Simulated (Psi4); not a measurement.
Approach curve of the dimer H2 ··· HBr (SMILES [H][H] and Br). Monomers: optimised at B3LYP-D3(BJ) (def2-TZVP), held rigid. Orientation: a random orientation, not optimised. Only R, the distance of the centres of mass, is varied, so the lowest point isn't the relaxed dimer.

Geometry at R = 3.46 Å (first 2 atoms: monomer A):
```
4

H      0.3719     0.0000     0.0000
H     -0.3719     0.0000     0.0000
Br    -0.4203    -0.4869    -3.4189
H     -0.4838    -1.0338    -2.1047
```

- SAPT0/jun-cc-pVDZ, frozen core (Psi4)
- B3LYP/def2-TZVP, counterpoise-corrected (Psi4)
- PBE/def2-TZVP, counterpoise-corrected (Psi4)
- MP2/aug-cc-pVTZ = DF-MP2/aug-cc-pVTZ, frozen core, counterpoise-corrected in Psi4 1.11
- wB97X-V/def2-TZVP, counterpoise-corrected (Psi4)
- CCSD(T)/aug-cc-pVDZ = DF-CCSD(T)/aug-cc-pVDZ, frozen core, counterpoise-corrected (Psi4)

Cost and agreement with CCSD(T)/aug-cc-pVDZ over the 12 points of the scan, with CCSD(T)/aug-cc-pVDZ as yardstick. Costs are rough ratios of core time within Psi4 on shared cores, each with its mean field (Kohn-Sham runs search longer for lower solutions than correlated ones do); the miss is the largest difference from CCSD(T) of the interaction energy, in kcal/mol.

Q: Which is the cheapest of these levels that stays within 0.40 kcal/mol of CCSD(T)/aug-cc-pVDZ?

A: SAPT0/jun-cc-pVDZ.

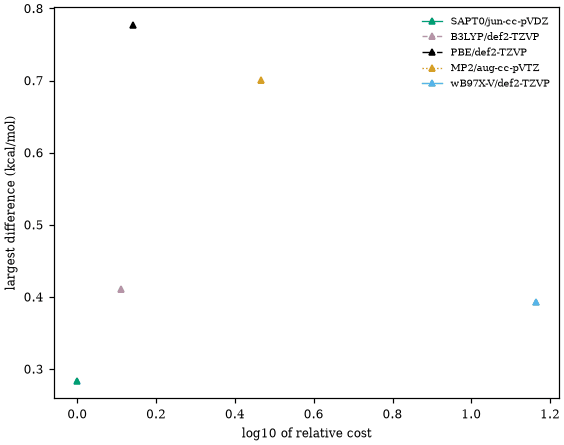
*Miss against cost, one point a level.*

| level | relative cost | largest difference |
|---|---|---|
| SAPT0/jun-cc-pVDZ | 1 | 0.28 |
| B3LYP/def2-TZVP | 1 | 0.41 |
| PBE/def2-TZVP | 1 | 0.78 |
| MP2/aug-cc-pVTZ | 3 | 0.70 |
| wB97X-V/def2-TZVP | 10 | 0.39 |

Costs within a factor of two of each other count as equal.
